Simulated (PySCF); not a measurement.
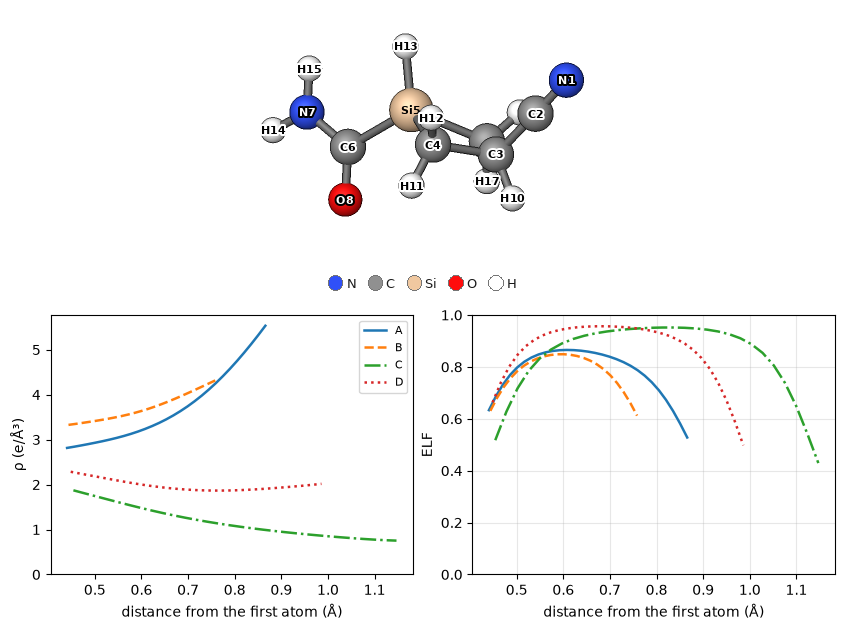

*C₅H₈N₂OSi. Electron density and electron localisation function along straight lines between neighbouring atoms. The curves leave out the atomic cores. The structure is drawn too.*

Geometry: GFN2-xTB.

All numbers below come from PBE0/pcSseg-1, SCF density, gas phase, non-relativistic (PySCF).

```yaml
atoms:
  - { symbol: N, position_ang: [3.6010, 1.1374, -1.2052] }
  - { symbol: C, position_ang: [2.8364, 0.5465, -0.5920] }
  - { symbol: C, position_ang: [1.8544, -0.1771, 0.1625] }
  - { symbol: C, position_ang: [0.8350, 0.7931, 0.8134] }
  - { symbol: Si, position_ang: [-0.4919, 0.2937, -0.4688] }
  - { symbol: C, position_ang: [-2.1170, -0.4251, 0.2545] }
  - { symbol: N, position_ang: [-3.2794, 0.0060, -0.2785] }
  - { symbol: O, position_ang: [-2.0864, -1.2360, 1.1589] }
  - { symbol: C, position_ang: [0.9088, -0.9711, -0.7749] }
  - { symbol: H, position_ang: [2.3765, -0.8085, 0.8863] }
  - { symbol: H, position_ang: [0.6079, 0.4987, 1.8357] }
  - { symbol: H, position_ang: [1.1703, 1.8277, 0.8282] }
  - { symbol: H, position_ang: [-0.7689, 1.2535, -1.5452] }
  - { symbol: H, position_ang: [-4.1518, -0.3549, 0.0793] }
  - { symbol: H, position_ang: [-3.3061, 0.6731, -1.0270] }
  - { symbol: H, position_ang: [1.2934, -1.0778, -1.7865] }
  - { symbol: H, position_ang: [0.7108, -1.9670, -0.3842] }
```

Which curve belongs to which contact (C–C, C–N, C–O and C–Si)? The first atom named is at distance zero.

Answer. Curve A: C–O (1.22 Å): ρ is about 3.2 e/Å³ halfway; the ELF peaks at about 0.85 between the atoms; a short, multiple covalent bond. Curve B: C–N (1.14 Å): the density is about 3.6 e/Å³ at the midpoint; the ELF peaks at about 0.85 between the atoms (a multiple bond). Curve C: C–Si (1.91 Å): ρ is about 0.89 e/Å³ halfway; the ELF peaks at about 0.95 between the atoms (a shared electron pair). Curve D: C–C (1.43 Å): ρ is about 1.9 e/Å³ halfway; the ELF peaks at about 0.95 between the atoms; a covalent bond.
